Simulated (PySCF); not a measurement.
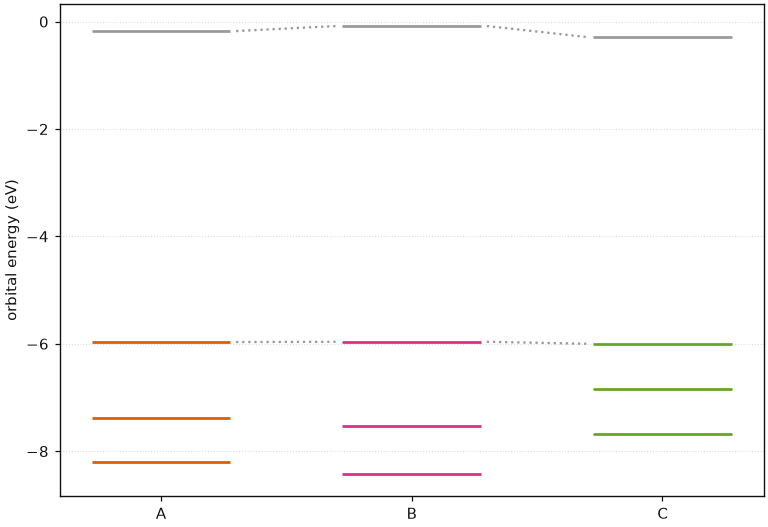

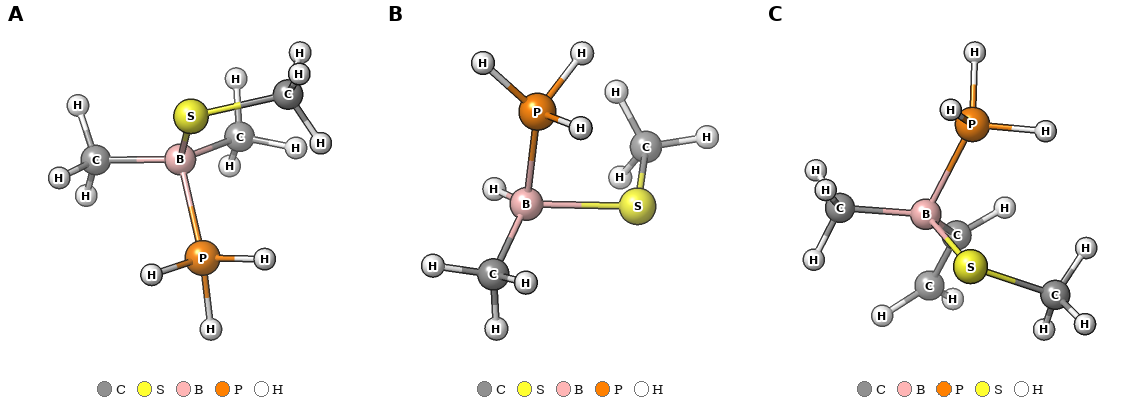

Related molecules: A is C₃H₁₂BPS, SMILES CS[B-](C)(C)[PH3+]; B is C₂H₁₀BPS, SMILES CS[B@@H-](C)[PH3+]; C is C₄H₁₂BPS, SMILES C=C[B@-](C)([PH3+])SC. Frontier orbital energies, B3LYP/def2-SVPD in PySCF 2.14.0, at a GFN2-xTB geometry (no frequency check); drawn are at most three filled levels and, in grey, the LUMO with any level within 0.03 eV of it; dotted lines join the HOMOs and the LUMOs.

What does the change do to the frontier levels?

From A to B the HOMO hardly moves and the LUMO rises by 0.09 eV, so the separation goes from 5.79 to 5.88 eV. From A to C the HOMO hardly moves and the LUMO falls by 0.11 eV, so the separation goes from 5.79 to 5.71 eV.

Limits of at least one run: one conformer of a flexible molecule; the tight-binding geometry is rougher than a DFT one and adds to the error.
